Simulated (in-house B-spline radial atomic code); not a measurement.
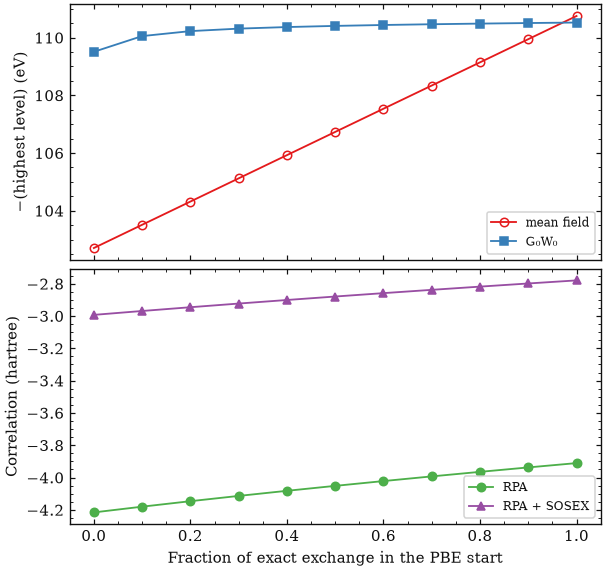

G₀W₀ and RPA for Ce⁷⁺ ([Kr] 4d¹⁰ 5s² 5p³) as exact exchange is mixed into the PBE start. All-electron spherical atom, scalar X2C, no spin-orbit coupling, Breit or QED terms; computed with a B-spline radial code.

> How do the results depend on the fraction of exact exchange?

The mean-field binding energy of 5p↑ runs from 102.71 eV at fraction 0 to 110.75 eV at 1, the G₀W₀ value only from 109.51 to 110.52 eV. The correction vanishes near a fraction of 0.97. The RPA correlation energy goes from −4.22 to −3.91 hartree, and with SOSEX from −2.99 to −2.78.

Known limits: relativistic terms absent here (spin-orbit coupling, Breit, QED) can be large for so heavy or highly charged an atom or ion.
